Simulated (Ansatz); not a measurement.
# K2NaGaBr3F3: complex band structure, part 2 of 3

A new crystal, K2NaGaBr3F3: structure, gap and complex bands. It is built by putting Br for part of the F in the K2NaGaF6 structure of space group Fm-3m, with the volume rescaled by atomic radii. The parent structure comes from the Materials Project.

Ansatz 0.2.0; LDA DFT, plane waves, PAW files (the session's first sound run).

So far. Step 2 (Cell and atoms at rest): The largest force component on a free atom ends at 0.0030 eV/Å.

The structure was built from a prototype and need not be the compound's stable phase.

### Step 3. Band edges

The energy window and the wavevectors of the next steps follow from the band edges, so these are searched first, off the mesh as well.

input.yaml

```yaml
crystal:
  lattice:
    - [0.0, 4.8477293402, 4.0088129267]
    - [5.3086925537, 0.0, 4.0088129267]
    - [5.3086925537, 4.8477293402, 0.0]
  atoms:
    - { symbol: K, position: [0.754516609, 0.745483391, 0.754516609] }
    - { symbol: K, position: [0.254516609, 0.245483391, 0.254516609] }
    - { symbol: Na, position: [0.4515147796, 0.5484852204, 0.4515147796] }
    - { symbol: Ga, position: [0.0193844854, -0.0193844854, 0.0193844854] }
    - { symbol: Br, position: [0.7703880395, 0.2296119605, 0.2500248258] }
    - { symbol: F, position: [0.2424373393, 0.2169708596, 0.7830291404] }
    - { symbol: Br, position: [0.2500248258, 0.7499751742, 0.7703880395] }
    - { symbol: F, position: [0.2138467984, 0.7861532016, 0.2138467984] }
    - { symbol: Br, position: [0.7603413737, 0.2396586263, 0.7603413737] }
    - { symbol: F, position: [0.7830291404, 0.7575626607, 0.2424373393] }
kpoints:
  mp_grid: { grid: [4, 4, 4] }
  band_path: { path: [VBM, CBM], npoints: 30 }
scf:
  occupations: { method: fixed }
hamiltonian:
  xc: lda
output:
  eigenvalues: true
  write_potential: true
  write_density: true
  volumetric_format: npy
```

On the command line:

```
ansatz run input.yaml --threads 2 --pin off --max-ram 4096MiB --backend cpu --events-out ev --progress --plain --runs-dir out
```

Numbers of over 12 decimals in the logs are rounded to 6 here.

The program printed:

```text
[...]
Crystal: 10 atoms, lattice volume = 206.334 Å³
Basis set: ecut = 420 eV, 4033 PW (Γ)
Bands: 51, of which v1, the nominal top of the filled ones, is band 41 counted from 1 (40 counted from 0)
Symmetry: 4 space group operations
[...]
k-points: 18 of 64 (time reversal used)
[...]
SCF iter   1: F=—  HF=-18640.766582 eV  |F-HF|=—  |Δ(HF+E_count)|=         —  Δρ=1.15e-2  dr2=1.89e-1  ethr=1.77e-3  ⟨swp⟩=5.5  Hψ=3604  notcnv=0  defer=133
[...]
SCF iter   9: F=-18640.709871 eV  HF=-18640.709871 eV  |F-HF|=3.82e-10  |Δ(HF+E_count)|=   2.29e-8  Δρ=1.80e-6  dr2=7.08e-9  ethr=1.22e-10  ⟨swp⟩=2.7  Hψ=1767  notcnv=0
SCF 1 converged in 9 iterations: F = -18640.709871 eV  dr2 = 7.08e-9
[...]
NSCF: frozen V_eff on 46 k-points
[...]
SCF converged after 9 iterations
Free energy (F): -18640.709871 eV
[...]
Internal energy: -18640.709871 eV  (E = F + TS)
E sigma→0 (E₀):  -18640.709871 eV
Fermi energy:    3.290808 eV
[...]
--- Band table (eV; the first three rows and the last of 18) ---
  k-point 0: bands = [... 37 lower, 2.6022, 2.9442, 3.0387, 3.2908, 6.3181, 7.9811, 9.0615, 9.1704, ... 6 higher]
  k-point 1: bands = [... 37 lower, 2.3305, 2.6021, 2.8316, 3.1510, 6.9346, 8.4724, 9.4669, 9.5579, ... 6 higher]
  k-point 2: bands = [... 37 lower, 2.1000, 2.2102, 2.7223, 3.0851, 7.6315, 8.9129, 9.6381, 10.2146, ... 6 higher]
  k-point 17: bands = [... 37 lower, 2.3717, 2.4197, 2.8000, 3.1356, 7.6565, 9.5615, 10.2373, 10.8403, ... 6 higher]
```

Run time: 48 s. Hardware: 2 threads of Arm Neoverse V2, shared host; peak memory 0.57 GiB.

The column dr2 measures how far the density is from self-consistency, as an energy; F and HF (Harris–Foulkes) agree once it is small.

This step gave:

- Fermi energy: 3.291 eV
- gap on the k-mesh: 3.027 eV
- gap on path: 3.027 eV, by band count; negative where bands overlap
- direct gap on path: 3.027 eV
- edge places on path: 0, 0 1/A along the path

Levels at VBM (eV): -6.65, -4.57, -4.37, -4.19, -3.45, -3.23, -3.04, -2.74, -2.38, -1.98, -1.68, -1.41, -1.34, -1.18, -0.69, -0.35, -0.25, 0.00, 3.03, 4.69, 5.77, 5.88, 6.30, 6.55, 6.58, 7.05, 7.61.

The searched edges give 3.03 eV, as on the mesh.

### Step 4. Decaying states in the gap, plane (100), k-mesh 4×4×4

This step: LDA DFT, plane waves, PAW files; complex bands by layer matching along the plane's normal (Ansatz 0.2.0).

The same crystal is laid in a cell whose first two vectors span the (100) plane (indices of the standard conventional cell, whose axes can be ordered otherwise than in the bulk input). At fixed energy and wavevector in the plane the solver finds all kz, real and complex. A few wavevectors are listed, (0, 0) and (0.5, 0) in units of the plane's reciprocal vectors; the slowest state needn't be among them.

input.yaml

```yaml
crystal:
  lattice:
    - [6.290553301, 0.0, 0.0]
    - [-1.181120057, 6.178674312, 0.0]
    - [2.554716622, 3.089337156, 5.308692554]
  atoms:
    - { symbol: K, position: [0.754516609, 0.245483391, 0.5] }
    - { symbol: K, position: [0.254516609, 0.745483391, 0.5] }
    - { symbol: Na, position: [0.4515147796, 0.5484852204, 0.0] }
    - { symbol: Ga, position: [0.0193844854, 0.9806155146, 0.0] }
    - { symbol: Br, position: [0.7703880395, 0.7499751742, 0.4796367863] }
    - { symbol: F, position: [0.2424373393, 0.2169708596, 0.0] }
    - { symbol: Br, position: [0.2500248258, 0.2296119605, 0.5203632137] }
    - { symbol: F, position: [0.2138467984, 0.7861532016, 0.0] }
    - { symbol: Br, position: [0.7603413737, 0.2396586263, 0.0] }
    - { symbol: F, position: [0.7830291404, 0.7575626607, 0.0] }
kpoints:
  mp_grid: { grid: [4, 4, 4] }
scf:
  occupations: { method: fixed }
hamiltonian:
  xc: lda
output:
  eigenvalues: true
  transmission:
    leads: [[0, 0]]
    kpoints: [[0.0, 0.0], [0.5, 0.0]]
    e_range: [-1.0, 4.03]
    de: 0.08
```

The program printed:

```text
[...]
Crystal: 10 atoms, lattice volume = 206.334 Å³
Basis set: ecut = 420 eV, 4033 PW (Γ)
Bands: 51, of which v1, the nominal top of the filled ones, is band 41 counted from 1 (40 counted from 0)
Symmetry: 4 space group operations
[...]
k-points: 18 of 64 (time reversal used)
[...]
SCF iter   1: F=—  HF=-18640.766518 eV  |F-HF|=—  |Δ(HF+E_count)|=         —  Δρ=1.15e-2  dr2=1.89e-1  ethr=1.77e-3  ⟨swp⟩=5.5  Hψ=3572  notcnv=0  defer=132
[...]
SCF iter   9: F=-18640.709871 eV  HF=-18640.709871 eV  |F-HF|=3.89e-10  |Δ(HF+E_count)|=   2.28e-8  Δρ=1.80e-6  dr2=7.08e-9  ethr=1.22e-10  ⟨swp⟩=2.7  Hψ=1772  notcnv=0
SCF 1 converged in 9 iterations: F = -18640.709871 eV  dr2 = 7.08e-9
[...]
transmission: 10 of 20 steps passed
transmission: 20 of 20 steps passed
SCF converged after 9 iterations
Free energy (F): -18640.709871 eV
[...]
Internal energy: -18640.709871 eV  (E = F + TS)
E sigma→0 (E₀):  -18640.709871 eV
Fermi energy:    3.290808 eV
[...]
--- Band table (eV; the first three rows and the last of 18) ---
  k-point 0: bands = [... 37 lower, 2.6022, 2.9442, 3.0387, 3.2908, 6.3181, 7.9811, 9.0615, 9.1704, ... 6 higher]
  k-point 1: bands = [... 37 lower, 2.6130, 2.6559, 2.7507, 2.8507, 7.1574, 8.3735, 9.3025, 9.7378, ... 6 higher]
  k-point 2: bands = [... 37 lower, 2.1041, 2.3321, 2.6185, 2.7526, 8.0068, 9.0088, 9.6995, 9.8578, ... 6 higher]
  k-point 17: bands = [... 37 lower, 2.3717, 2.4197, 2.8000, 3.1356, 7.6565, 9.5615, 10.2373, 10.8403, ... 6 higher]
--- Transmission ---
  basis      : 349 plane waves across, 10 finite elements along
  points     : 2, as listed
  energies   : 63 from -1.000000 to 3.960000 eV about the Fermi level, 0.080000 eV apart; the leads are filled to 1.513627 eV, and channels, transmission and decay are at 1.480000 eV
  crystal 0  : Na1Ga1F3Br3K2, at the sites [0, 0], period 5.3087 Å: whole cells are its period
    offset         : up to 0.0000 Å between an atom of the period and one for which it stands
    channels       : 0.000000e0 a spin
    conductance    : none, the energies end too early or step too widely for 300 K: set another output.transmission.e_range or a lower de, or, where they end at an eighth of basis.ecutwfc, a higher one
    slowest decay  : 0.2744 /Å at (0.0000, 0.0000)
```

Run time: 2.5 min. Hardware: 2 threads; peak memory 1.4 GiB; 4.3 min of CPU time.

This step gave:

| Property | Result |
| --- | --- |
| level to which the leads are filled | 1.514 eV from the Fermi level |
| decay constant at the filling level, zone centre | 0.2743 Å⁻¹ |
| decay constant at the filling level, slowest listed point | 0.2744 Å⁻¹ |

K parallel (0, 0); values up to 1.5 1/Å, a degenerate pair printed once or twice; energies at which all values exceed this have no row. The Im kz of the slowest decaying states by energy, zero at the highest filled level on the SCF mesh:

```
energy (eV)  decay 1 (Å⁻¹)  decay 2 (Å⁻¹)  decay 3 (Å⁻¹)  decay 4 (Å⁻¹)
     -1.000         0.0865          0.196          0.234          0.442
     -0.520          0.324          0.426          0.623          0.953
     -0.040          0.180          0.369          0.392          0.499
      0.520          0.223          0.305          0.396          0.527
      1.000          0.268          0.359          0.409          0.558
      1.480          0.274          0.394          0.416          0.570
      1.960          0.253          0.418          0.564          0.586
      2.520          0.191          0.419          0.426          0.552
      3.000         0.0470          0.406          0.431          0.533
      3.480          0.384          0.428          0.476          0.505
```

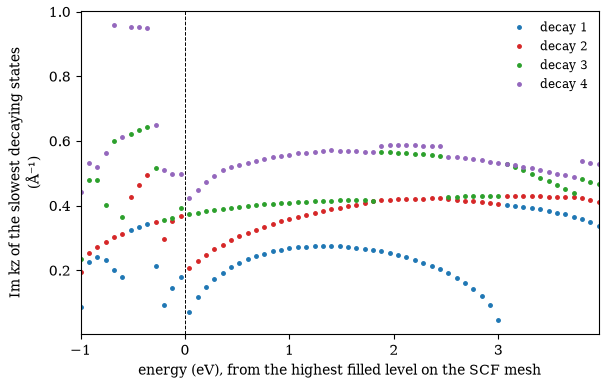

Im kz of the slowest decaying states against energy.

K parallel (0.5, 0); values up to 1.5 1/Å, a degenerate pair printed once or twice; energies at which all values exceed this have no row. Im kz of the slowest decaying states against energy, zero at the highest filled level on the SCF mesh:

```
energy (eV)  decay 1 (Å⁻¹)  decay 2 (Å⁻¹)  decay 3 (Å⁻¹)  decay 4 (Å⁻¹)
     -1.000          0.257          0.382          0.996           1.02
     -0.520         0.0266          0.370          0.513          0.807
     -0.040          0.169          0.525          0.719          0.744
      0.520          0.311          0.582          0.762          0.766
      1.000          0.366          0.617          0.617          0.767
      1.480          0.399          0.650          0.759          0.768
      1.960          0.419          0.714          0.742          0.983
      2.520          0.431          0.675          0.730          0.951
      3.000          0.436          0.579          0.752          0.913
      3.480          0.440          0.462          0.780          0.850
```

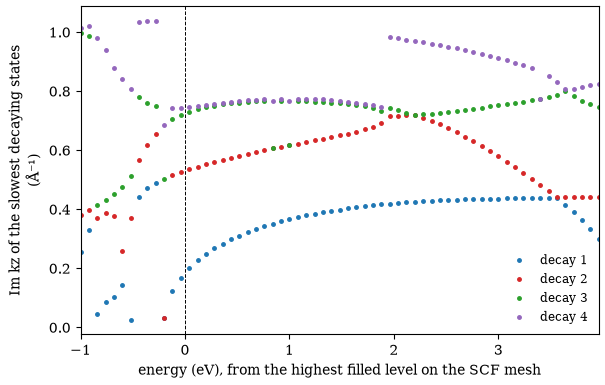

Im kz of the slowest decaying states against energy.

At the listed wavevectors the last open channel is at -0.04 eV and the next at +3.08 eV on the grid. At +1.48 eV, the grid energy nearest the filling level (the middle of the gap on the SCF mesh), the slowest state at the listed wavevectors decays with κ = 0.274 Å⁻¹, its amplitude falling by e over 3.6 Å. Through 1 nm of this crystal that state's transmission falls by exp(−2 × 0.274 Å⁻¹ × 10 Å) = 0.0041.

### Step 5. Decay over the two-dimensional zone

The listed points could miss the slowest state, so one energy near mid-gap is solved on a mesh of 6×6.

Edit input.yaml of step 4 so:

```diff
@@ -24,6 +24,2 @@
   eigenvalues: true
-  transmission:
-    leads: [[0, 0]]
-    kpoints: [[0.0, 0.0], [0.5, 0.0]]
-    e_range: [-1.0, 4.03]
-    de: 0.08
+  transmission: { leads: [[0, 0]], kmesh: [6, 6], e_range: [1.51, 1.52], de: 0.05 }
```

The program printed:

```text
[...]
Crystal: 10 atoms, lattice volume = 206.334 Å³
Basis set: ecut = 420 eV, 4033 PW (Γ)
Bands: 51, of which v1, the nominal top of the filled ones, is band 41 counted from 1 (40 counted from 0)
Symmetry: 4 space group operations
[...]
k-points: 18 of 64 (time reversal used)
[...]
SCF iter   1: F=—  HF=-18640.766518 eV  |F-HF|=—  |Δ(HF+E_count)|=         —  Δρ=1.15e-2  dr2=1.89e-1  ethr=1.77e-3  ⟨swp⟩=5.5  Hψ=3572  notcnv=0  defer=132
[...]
SCF iter   9: F=-18640.709871 eV  HF=-18640.709871 eV  |F-HF|=3.89e-10  |Δ(HF+E_count)|=   2.28e-8  Δρ=1.80e-6  dr2=7.08e-9  ethr=1.22e-10  ⟨swp⟩=2.7  Hψ=1772  notcnv=0
SCF 1 converged in 9 iterations: F = -18640.709871 eV  dr2 = 7.08e-9
[...]
transmission: 20 of 130 steps passed
transmission: 40 of 130 steps passed
[...]
transmission: 130 of 130 steps passed
SCF converged after 9 iterations
Free energy (F): -18640.709871 eV
[...]
Internal energy: -18640.709871 eV  (E = F + TS)
E sigma→0 (E₀):  -18640.709871 eV
Fermi energy:    3.290808 eV
[...]
--- Band table (eV; the first three rows and the last of 18) ---
  k-point 0: bands = [... 37 lower, 2.6022, 2.9442, 3.0387, 3.2908, 6.3181, 7.9811, 9.0615, 9.1704, ... 6 higher]
  k-point 1: bands = [... 37 lower, 2.6130, 2.6559, 2.7507, 2.8507, 7.1574, 8.3735, 9.3025, 9.7378, ... 6 higher]
  k-point 2: bands = [... 37 lower, 2.1041, 2.3321, 2.6185, 2.7526, 8.0068, 9.0088, 9.6995, 9.8578, ... 6 higher]
  k-point 17: bands = [... 37 lower, 2.3717, 2.4197, 2.8000, 3.1356, 7.6565, 9.5615, 10.2373, 10.8403, ... 6 higher]
--- Transmission ---
  basis      : 349 plane waves across, 10 finite elements along
  points     : 13, standing for a mesh of 6 x 6
  energies   : 1 from 1.510000 to 1.510000 eV about the Fermi level; the leads are filled to 1.513627 eV, and channels, transmission and decay are at 1.510000 eV
[...]
channels       : 0.000000e0 a spin
    conductance    : none, crystal 0 has no channel at the energies, or these end too early or step too widely for 300 K: set another output.transmission.e_range or a lower de, or, where they end at an eighth of basis.ecutwfc, a higher one
    slowest decay  : 0.2738 /Å at (0.0000, 0.0000)
```

Elapsed: 68 s, on 2 threads; peak memory 1.3 GiB.

This step gave:

| Property | Result |
| --- | --- |
| least decay constant on the mesh | 0.2738 Å⁻¹ |

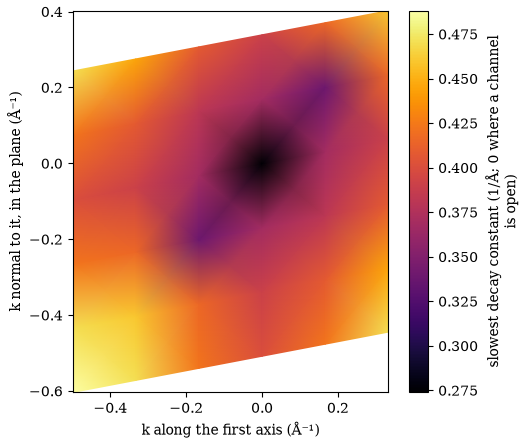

Slowest decay constant (1/Å; 0 where a channel is open) over k1 and k2. At 1.5100 eV from the Fermi level.

The least value on the mesh is 0.274 Å⁻¹ at +1.51 eV. At that energy the listed points give about 0.274 Å⁻¹ by interpolation, so the mesh holds no clearly slower state.

### Step 6. Complex bands, plane (010), k-mesh 6×6×6

The same for the (010) plane, at (0, 0) and (0.5, 0), to see how the decay depends on direction.

input.yaml

```yaml
crystal:
  lattice:
    - [7.189067838, 0.0, 0.0]
    - [-0.651230031, 7.159510865, 0.0]
    - [3.268918904, 3.579755433, 4.008812927]
  atoms:
    - { symbol: K, position: [0.754516609, 0.254516609, 0.5] }
    - { symbol: K, position: [0.254516609, 0.754516609, 0.5] }
    - { symbol: Na, position: [0.4515147796, 0.4515147796, 0.0] }
    - { symbol: Ga, position: [0.0193844854, 0.0193844854, 0.0] }
    - { symbol: Br, position: [0.7703880395, 0.2500248258, 0.0] }
    - { symbol: F, position: [0.2424373393, 0.2424373393, 0.5405918011] }
    - { symbol: Br, position: [0.2500248258, 0.7703880395, 0.0] }
    - { symbol: F, position: [0.2138467984, 0.2138467984, 0.0] }
    - { symbol: Br, position: [0.7603413737, 0.7603413737, 0.0] }
    - { symbol: F, position: [0.7830291404, 0.7830291404, 0.4594081989] }
kpoints:
  mp_grid: { grid: [6, 6, 6] }
scf:
  occupations: { method: fixed }
hamiltonian:
  xc: lda
output:
  eigenvalues: true
  transmission:
    leads: [[0, 0]]
    kpoints: [[0.0, 0.0], [0.5, 0.0]]
    e_range: [-1.0, 4.03]
    de: 0.1
```

The program printed:

```text
[...]
Crystal: 10 atoms, lattice volume = 206.334 Å³
Basis set: ecut = 420 eV, 4033 PW (Γ)
Bands: 51, of which v1, the nominal top of the filled ones, is band 41 counted from 1 (40 counted from 0)
Symmetry: 4 space group operations
[...]
k-points: 46 of 216 (time reversal used)
[...]
SCF iter   1: F=—  HF=-18640.766728 eV  |F-HF|=—  |Δ(HF+E_count)|=         —  Δρ=1.15e-2  dr2=1.90e-1  ethr=1.77e-3  ⟨swp⟩=5.5  Hψ=9050  notcnv=0  defer=341
[...]
SCF iter   9: F=-18640.710057 eV  HF=-18640.710057 eV  |F-HF|=3.24e-10  |Δ(HF+E_count)|=   1.99e-8  Δρ=1.81e-6  dr2=7.44e-9  ethr=1.22e-10  ⟨swp⟩=2.5  Hψ=4473  notcnv=0
SCF 1 converged in 9 iterations: F = -18640.710057 eV  dr2 = 7.44e-9
[...]
transmission: 8 of 16 steps passed
transmission: 16 of 16 steps passed
SCF converged after 9 iterations
Free energy (F): -18640.710057 eV
[...]
Internal energy: -18640.710057 eV  (E = F + TS)
E sigma→0 (E₀):  -18640.710057 eV
Fermi energy:    3.290694 eV
[...]
--- Band table (eV; the first three rows and the last of 46) ---
  k-point 0: bands = [... 37 lower, 2.6022, 2.9441, 3.0386, 3.2907, 6.3181, 7.9811, 9.0615, 9.1704, ... 6 higher]
  k-point 1: bands = [... 37 lower, 2.1654, 2.7822, 2.9778, 3.2503, 6.7063, 8.3713, 9.4824, 9.5483, ... 6 higher]
  k-point 2: bands = [... 37 lower, 2.3141, 2.5022, 2.8585, 3.1731, 7.3661, 9.2130, 10.1672, 10.2405, ... 6 higher]
  k-point 45: bands = [... 37 lower, 1.8441, 2.2421, 2.3953, 2.5026, 7.9285, 9.4420, 10.4464, 10.5290, ... 6 higher]
--- Transmission ---
  basis      : 445 plane waves across, 8 finite elements along
  points     : 2, as listed
[...]
crystal 0  : F3Br3Ga1Na1K2, at the sites [0, 0], period 4.0088 Å: whole cells are its period
[...]
channels       : 0.000000e0 a spin
[...]
slowest decay  : 0.3272 /Å at (0.0000, 0.0000)
```

Run time: 3.8 min. Hardware: 2 threads; peak memory 1.7 GiB; 6.8 min of CPU time.

Numbers from this step:

| Item | Value |
| --- | --- |
| free energy | -18640.7101 eV |
| decay constant at the filling level, zone centre | 0.3272 Å⁻¹ |
| decay constant at the filling level, slowest listed point | 0.3272 Å⁻¹ |

K parallel (0, 0); values up to 1.5 1/Å, a degenerate pair printed once or twice; energies at which all values exceed this have no row. The Im kz of the slowest decaying states by energy, zero at the highest filled level on the SCF mesh:

```
energy (eV)  decay 1 (Å⁻¹)  decay 2 (Å⁻¹)  decay 3 (Å⁻¹)  decay 4 (Å⁻¹)
     -1.000          0.192          0.395          0.417          0.458
     -0.500         0.0979          0.146          0.350          0.500
      0.000         0.0101          0.249          0.319          0.413
      0.500          0.300          0.417          0.502          0.537
      1.000          0.324          0.453          0.526          0.573
      1.500          0.327          0.460          0.539          0.590
      2.000          0.307          0.451          0.544          0.590
      2.500          0.248          0.434          0.543          0.560
      3.000         0.0628          0.411          0.512          0.529
      3.500          0.381          0.441          0.504          0.527
      4.000          0.318          0.382          0.461          0.512
```

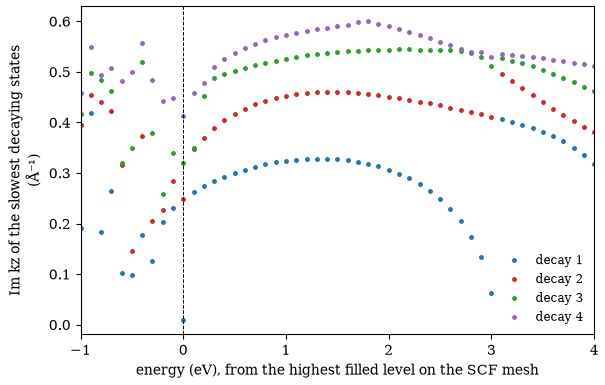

Im kz of the slowest decaying states against energy.

K parallel (0.5, 0); values up to 1.5 1/Å, a degenerate pair printed once or twice; energies at which all values exceed this have no row. The Im kz of the slowest decaying states by energy, zero at the highest filled level on the SCF mesh:

```
energy (eV)  decay 1 (Å⁻¹)  decay 2 (Å⁻¹)  decay 3 (Å⁻¹)  decay 4 (Å⁻¹)
     -1.000          0.201          0.725          0.750          0.751
     -0.500          0.233          0.233          0.239          0.718
      0.000          0.368          0.532          0.746          0.772
      0.500          0.417          0.663          0.663          0.814
      1.000          0.445          0.724          0.778          0.840
      1.500          0.460          0.737          0.756          0.849
      2.000          0.465          0.702          0.776          0.852
      2.500          0.462          0.663          0.787          0.854
      3.000          0.451          0.614          0.790          0.853
      3.500          0.427          0.546          0.780          0.796
      4.000          0.341          0.465          0.732          0.758
```

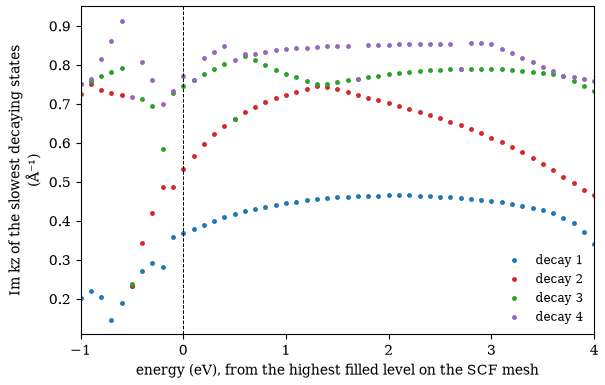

Im kz of the slowest decaying states, plotted against energy.

At the listed wavevectors the last open channel is at -0.10 eV and the next at +3.10 eV on the grid. At +1.50 eV, the grid energy nearest the filling level (the middle of the gap on the SCF mesh), the slowest state at the listed wavevectors decays with κ = 0.327 Å⁻¹, its amplitude falling by e over 3.1 Å; the first such run, plane (100), gave 0.274 Å⁻¹.

(Continued in part 3 of 3.)

[Logs are printed without paths, hosts, clocks, repeated set-up lines and the standing remarks that a program may print on its own settings, such as how far it seeks lower states.]

[Hosts, paths, dates, database ids (printed as entryN), source tags and the programs' standing remarks are cut or masked in the printed files.]

[New means built here by substitution; the compound itself may be known and measured.]
